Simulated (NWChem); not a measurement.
**doublet [HNO3]+: levels of theory compared**

Aim: a comparison of 4 runs (UB3LYP/6-31G*, UB3LYP/6-311+G**, UM06-2X/6-311+G**, UPBE0/6-311+G**) of doublet [HNO3]+. 

The calculation is run with NWChem 7.3.0.

24 further runs of the same task are left out: 3 that didn't finish, 21 set aside as unsound or not needed. Runs told in other sessions of the task aren't counted.

### Step 1. Starting point

[HNO3]+: 5 atoms, total charge +1, spin state doublet. SMILES of the parent species: `O=NOO`. The coordinates come from a PBE0-D4/def2-TZVP relaxation. That shape belongs to the parent species and isn't relaxed for this state.

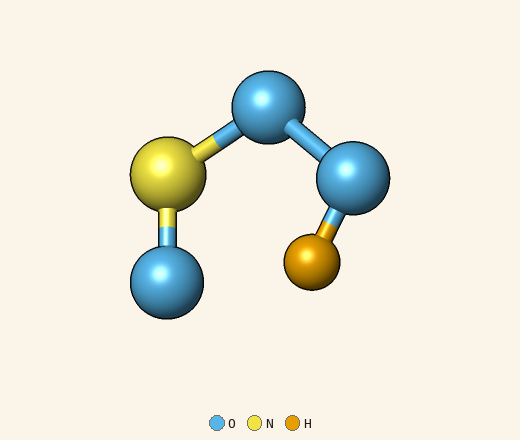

Viewed from a chosen angle; oxygen blue, nitrogen yellow, hydrogen amber.

### Step 2. A single-point energy at UB3LYP/6-31G(d) (spherical functions) (run 1)

geom.xyz

```xyz
5

O      0.136350    -0.835310     0.979060
N     -0.871770    -0.628300     0.400790
O     -0.775090     0.288530    -0.589000
O      0.508600     0.826880    -0.747550
H      1.001920     0.348200    -0.043280
```

run.py

```python
from ase.io import read
from ase.calculators.nwchem import NWChem

atoms = read('geom.xyz')

calc = NWChem(
    label='geom',
    theory='dft',
    memory='2200 mb',
    basis='6-31G*',
    basispar='spherical bse',
    charge=1,
    dft={'xc': 'b3lyp', 'mult': '2', 'grid': 'xfine', 'convergence': 'energy 1e-08', 'iterations': '100', 'mulliken': None},
    task='energy',
)
atoms.calc = calc

e = atoms.get_potential_energy()
print(f"E = {e:.6f} eV")
```

Command:

```console
$ export ASE_NWCHEM_COMMAND="nwchem PREFIX.nwi > PREFIX.nwo"
$ python run.py
```

Log:

```text
E = -7629.627990 eV
```

The calculator wrote geom.nwi:

```
title "geom"

permanent_dir geom

scratch_dir geom

start geom

geometry units angstrom nocenter noautosym noautoz
  O  1.3635000000000000e-01 -8.3531000000000000e-01 9.7906000000000004e-01
  N  -8.7177000000000004e-01 -6.2829999999999997e-01 4.0078999999999998e-01
  O  -7.7508999999999995e-01 2.8853000000000001e-01 -5.8899999999999997e-01
  O  5.0860000000000005e-01 8.2687999999999995e-01 -7.4755000000000005e-01
  H  1.0019199999999999e+00 3.4820000000000001e-01 -4.3279999999999999e-02
end

charge 1

memory 2200 mb

basis spherical bse noprint
   * library 6-31G*
end

dft
  xc b3lyp
  mult 2
  grid xfine
  convergence energy 1e-08
  iterations 100
  mulliken
end

task dft energy
```

geom.nwo:

```text
Northwest Computational Chemistry Package (NWChem) 7.3.0
             --------------------------------------------------------

           Job information
           ---------------

    nwchem branch   = 7.3.0
    use scalapack   = T
    input           = geom.nwi
    prefix          = geom.
    data base       = geom/geom.db
    status          = startup
    nproc           =        1

           Memory information
           ------------------

    heap     =     72089600 doubles =      550.0 Mbytes
    stack    =     72089597 doubles =      550.0 Mbytes
    global   =    144179200 doubles =     1100.0 Mbytes (distinct from heap & stack)
    total    =    288358397 doubles =     2200.0 Mbytes
    verify   = yes
    hardfail = no

[... 95 lines left out ...]
  convergence criterion.
[... 17 lines left out ...]
          Convergence on gradient requested:  5.00D-04
[... 26 lines left out ...]
          Convergence aids based upon iterative change in
[... 30 lines left out ...]
 1-e energy   =    -611.819066
[... 53 lines left out ...]
         Total DFT energy =     -280.383659350174
[... 2 lines left out ...]
    Exchange-Corr. energy =      -32.416551337305
[... 416 lines left out ...]
                     DFT Final Beta Molecular Orbital Analysis
[... 487 lines left out ...]
 center of mass
 --------------
 x =  -0.39834812 y =  -0.11900191 z =  -0.00448012

 moments of inertia (a.u.)
 ------------------
         217.473220803522         -30.401193704060           5.755757342415
         -30.401193704060         196.297600412788         104.407106532237
           5.755757342415         104.407106532237         184.720170368932

     Multipole analysis of the density
     ---------------------------------

     L   x y z        total         alpha         beta         nuclear
     -   - - -        -----         -----         ----         -------
     0   0 0 0      1.000000    -16.000000    -15.000000     32.000000

     1   1 0 0     -0.161977      6.055478      5.388467    -11.605922
[... 8 lines of this table left out ...]
     2   0 0 2    -13.583878    -36.834411    -34.032143     57.282676

 Task  times  cpu:       37.6s     wall:       37.6s
 Total times  cpu:       37.7s     wall:       37.7s
```

Wall time 39 s (1 thread of Intel Xeon 6975P-C (Granite Rapids), shared host); peak memory 0.12 GiB.

### Step 3. A single-point energy at UB3LYP/6-311+G(d,p) (run 2)

geom.nw

```
start geom
title "HNO3"
memory stack 880 mb heap 220 mb global 1100 mb
charge 1

geometry units angstroms noautosym nocenter noautoz
 O      0.136350    -0.835310     0.979060
 N     -0.871770    -0.628300     0.400790
 O     -0.775090     0.288530    -0.589000
 O      0.508600     0.826880    -0.747550
 H      1.001920     0.348200    -0.043280
end

basis spherical bse
 O library 6-311+G**
 N library 6-311+G**
 H library 6-311+G**
end

dft
 xc b3lyp
 mult 2
 grid fine
 convergence energy 1e-08
 iterations 100
 mulliken
 noprint "final vectors analysis"
end

task dft
```

Command:

```console
$ nwchem geom.nw > geom.out
```

Log:

```text
[...]
          Wavefunction type:  spin polarized.
          No. of atoms     :     5
          No. of electrons :    31
[...]
          Charge           :     1
          Spin multiplicity:     2
[...]
          AO basis - number of functions:    94
[...]
              XC Information
              --------------
                         B3LYP Method XC Potential
                     Hartree-Fock (Exact) Exchange  0.200
                        Slater Exchange Functional  0.800 local
                    Becke 1988 Exchange Functional  0.720 non-local
              Lee-Yang-Parr Correlation Functional  0.810
                  VWN I RPA Correlation Functional  0.190 local
[...]
 d= 0,ls=0.0,diis     1   -280.2729410205 -4.05D+02  1.20D-02  5.24D-01     1.5
[...]
 d= 0,ls=0.5,diis    29   -280.4733676972 -6.42D-09  3.46D-07  7.37D-09    32.6
[...]
         Total DFT energy =     -280.473367701186
      One electron energy =     -620.605322517155
           Coulomb energy =      248.092533641163
    Exchange-Corr. energy =      -32.465794201733
 Nuclear repulsion energy =      124.505215376539
[...]
      Total Density - Mulliken Population Analysis
     ---------------------------------------------
    Atom       Charge   Shell Charges
 -----------   ------   -------------------------------------------------------
    1 O    8     7.71   1.08  0.91  0.93  1.09  1.92  0.88  1.06 -0.14 -0.04  0.03
    2 N    7     6.92   1.10  0.90  0.71  1.00  1.61  0.66  0.56  0.19  0.09  0.09
    3 O    8     7.69   1.08  0.91  0.90  1.11  1.94  0.85  1.13 -0.22 -0.04  0.03
    4 O    8     7.98   1.08  0.91  0.93  1.08  1.95  0.84  1.19 -0.09  0.07  0.02
    5 H    1     0.70   0.26  0.37  0.00  0.07
[...]
      <S2> =      0.7624 (Exact =     0.7500)
[...]
```

Wall time 35 s (1 thread of Intel Xeon 6975P-C (Granite Rapids), shared host); peak memory 0.11 GiB.

Run 3 isn't shown in full; the table further down has it.

### Step 4. The energy at UPBE0/6-311+G(d,p) (run 4)

run.py

```python
from ase import Atoms
from ase.calculators.nwchem import NWChem

atoms = Atoms(['O', 'N', 'O', 'O', 'H'], positions=[
    [0.136350, -0.835310, 0.979060],
    [-0.871770, -0.628300, 0.400790],
    [-0.775090, 0.288530, -0.589000],
    [0.508600, 0.826880, -0.747550],
    [1.001920, 0.348200, -0.043280],
])

calc = NWChem(
    label='a',
    theory='dft',
    memory='2200 mb',
    basis='6-311+G**',
    basispar='spherical bse',
    charge=1,
    dft={'xc': 'pbe0', 'mult': '2', 'grid': 'fine', 'convergence': 'energy 1e-08', 'iterations': '100', 'mulliken': None},
    task='energy',
)
atoms.calc = calc

print(f"energy = {atoms.get_potential_energy():.6f} eV")
```

Command:

```console
$ export ASE_NWCHEM_COMMAND="nwchem PREFIX.nwi > PREFIX.nwo"
$ python run.py
```

Log:

```text
energy = -7624.073065 eV
```

The calculator wrote a.nwi:

```
title "a"

permanent_dir a

scratch_dir a

start a

geometry units angstrom nocenter noautosym noautoz
  O  1.3635000000000000e-01 -8.3531000000000000e-01 9.7906000000000004e-01
  N  -8.7177000000000004e-01 -6.2829999999999997e-01 4.0078999999999998e-01
  O  -7.7508999999999995e-01 2.8853000000000001e-01 -5.8899999999999997e-01
  O  5.0860000000000005e-01 8.2687999999999995e-01 -7.4755000000000005e-01
  H  1.0019199999999999e+00 3.4820000000000001e-01 -4.3279999999999999e-02
end

charge 1

memory 2200 mb

basis spherical bse noprint
   * library 6-311+G**
end

dft
  xc pbe0
  mult 2
  grid fine
  convergence energy 1e-08
  iterations 100
  mulliken
end

task dft energy
```

a.nwo:

```text
Northwest Computational Chemistry Package (NWChem) 7.3.0
             --------------------------------------------------------

           Job information
           ---------------

    nwchem branch   = 7.3.0
    use scalapack   = T
    input           = a.nwi
    prefix          = a.
    data base       = a/a.db
    status          = startup
    nproc           =        1

           Memory information
           ------------------

    heap     =     72089600 doubles =      550.0 Mbytes
    stack    =     72089597 doubles =      550.0 Mbytes
    global   =    144179200 doubles =     1100.0 Mbytes (distinct from heap & stack)
    total    =    288358397 doubles =     2200.0 Mbytes
    verify   = yes
    hardfail = no

[... 95 lines left out ...]
  convergence criterion.
[... 17 lines left out ...]
          Convergence on gradient requested:  5.00D-04
[... 25 lines left out ...]
          Convergence aids based upon iterative change in
[... 30 lines left out ...]
 1-e energy   =    -611.685253
[... 53 lines left out ...]
         Total DFT energy =     -280.179519649587
[... 2 lines left out ...]
    Exchange-Corr. energy =      -32.159139436818
[... 666 lines left out ...]
                     DFT Final Beta Molecular Orbital Analysis
[... 755 lines left out ...]
 center of mass
 --------------
 x =  -0.39834812 y =  -0.11900191 z =  -0.00448012

 moments of inertia (a.u.)
 ------------------
         217.473220803522         -30.401193704060           5.755757342415
         -30.401193704060         196.297600412788         104.407106532237
           5.755757342415         104.407106532237         184.720170368932

     Multipole analysis of the density
     ---------------------------------

     L   x y z        total         alpha         beta         nuclear
     -   - - -        -----         -----         ----         -------
     0   0 0 0      1.000000    -16.000000    -15.000000     32.000000

     1   1 0 0     -0.178177      6.035706      5.392039    -11.605922
[... 8 lines of this table left out ...]
     2   0 0 2    -13.692165    -36.894988    -34.079854     57.282676

 Task  times  cpu:       21.2s     wall:       21.2s
 Total times  cpu:       21.2s     wall:       21.2s
```

Wall time 22 s (1 thread of Intel Xeon 6975P-C (Granite Rapids), shared host); peak memory 0.11 GiB.

### Step 5. Overview of the runs

```csv
run,level,integration grid,energy (Eh),HOMO energy (eV),LUMO energy (eV),⟨S²⟩,wall time
1,UB3LYP/6-31G* (spherical functions),xfine,-280.383659,-16.85,-15.25,0.763,39 s
2,UB3LYP/6-311+G**,fine,-280.473368,–,–,0.762,35 s
3,UM06-2X/6-311+G**,fine,-280.347167,-18.90,-14.06,0.766,42 s
4,UPBE0/6-311+G**,fine,-280.179520,-17.24,-15.02,0.765,22 s
```

### Step 6. Summary of results

| quantity | value |
| --- | --- |
| run 4: total energy | -280.17952 Eh |
| run 4: HOMO energy (highest over α and β) | -17.24 eV |
| run 4: LUMO energy (lowest over α and β) | -15.02 eV |
| run 4: ⟨S²⟩ | 0.765 |

Totals of different functionals can't be ranked against each other. All runs together took 2.3 min, the longest 42 s.
